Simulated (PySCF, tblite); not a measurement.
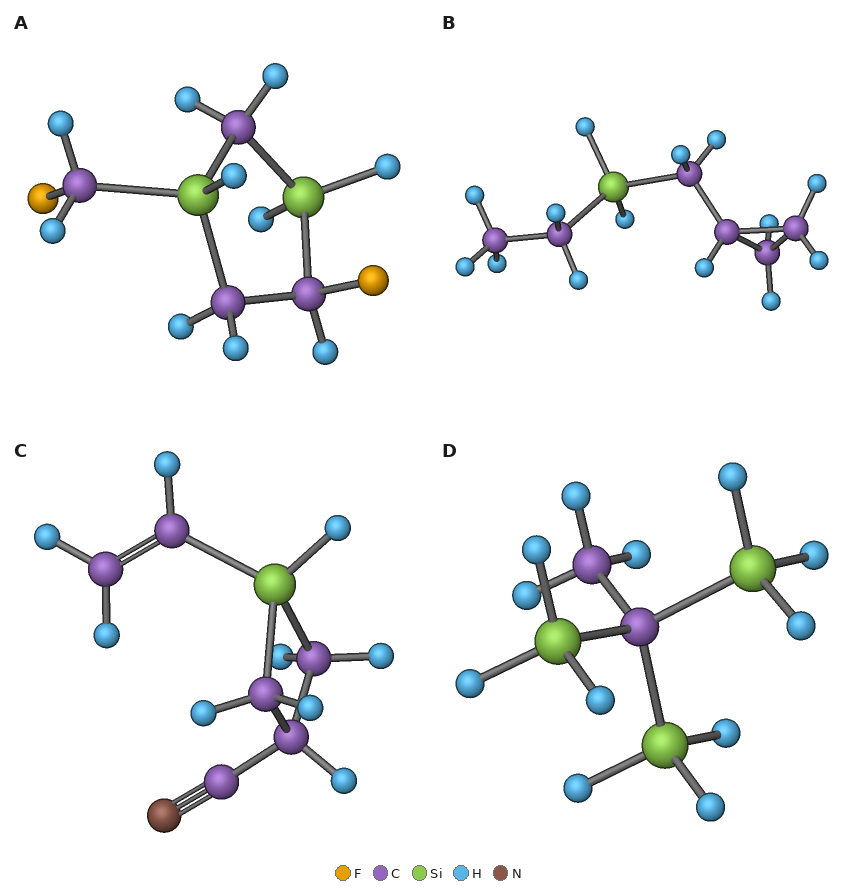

Figure made from data computed with PySCF and tblite.

```xyz
17
charge 0, multiplicity 1
C    -0.0743   -0.0134   -1.6138
C    -0.0035    0.0005   -0.0806
Si   -0.1013    1.8092    0.5214
Si   -1.4729   -1.0036    0.6077
Si    1.6467   -0.7888    0.4638
H    -1.0053    0.4285   -1.9710
H    -0.0215   -1.0307   -2.0039
H     0.7496    0.5512   -2.0515
H    -0.0340    1.8722    1.9820
H    -1.3579    2.4165    0.0681
H     1.0082    2.5823   -0.0480
H    -2.7363   -0.4133    0.1521
H    -1.4111   -2.3820    0.1091
H    -1.4497   -1.0197    2.0704
H     1.7294   -2.1651   -0.0375
H     2.7694   -0.0320   -0.1008
H     1.7576   -0.7998    1.9227
```

Which panel shows the molecule in this file?

Answer. D. The file holds C2H12Si3, `CC([SiH3])([SiH3])[SiH3]`.
